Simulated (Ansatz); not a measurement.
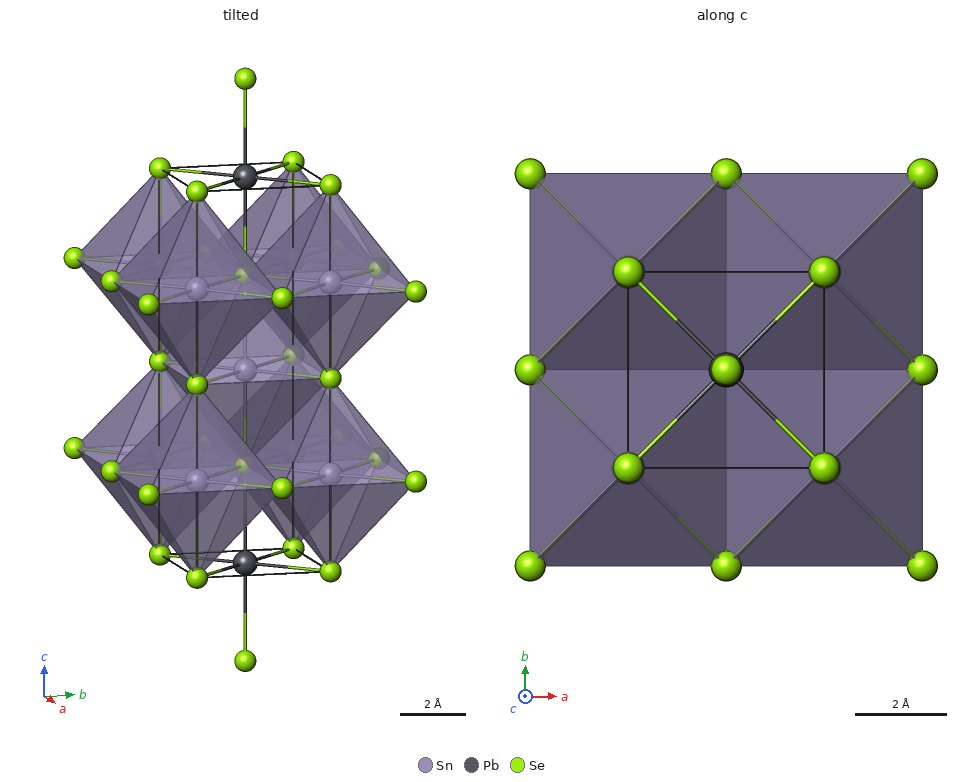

Drawn in the polyhedral manner and seen slightly off an axis and along the c axis. The edges of the conventional unit cell are marked. Some neighbours outside the box are added.

Sn$_{3}$PbSe$_{4}$, space group P4/mmm (No. 123), a = 4.315 Å, b = 4.315 Å, c = 12.208 Å, α = 90.00°, β = 90.00°, γ = 90.00°. It derives from a structure type filled with these elements by a generator (whether the compound takes this form wasn't checked). Earlier steps of the study, as a rule a relaxation of our own, may have changed the cell and positions, so they can lie some per cent off the listed ones. Ansatz was used for an electronic-structure calculation on it.

This one geometry was computed with Ansatz (DFT, plane waves, PAW) at three levels of theory: PBE, r2SCAN and PBE with spin-orbit coupling.

> How does the band gap change with the level of theory?

r2SCAN: a metal; PBE: a gap of 0.03 eV, direct; PBE with spin-orbit coupling: a gap of 0.06 eV, direct.

> Collect the results in a table.

| level | cutoff (eV) | k-mesh of the run's cell | gap (eV) | pressure (GPa) |
| --- | --- | --- | --- | --- |
| PBE | 420 | 8×8×4 | 0.03 | 0.0 |
| r2SCAN | 500 | 8×8×4 | metal | -1.0 |
| PBE with spin-orbit coupling | 420 | 8×8×4 | 0.06 | -0.1 |

Gaps are taken on the k-mesh or band path of each run.
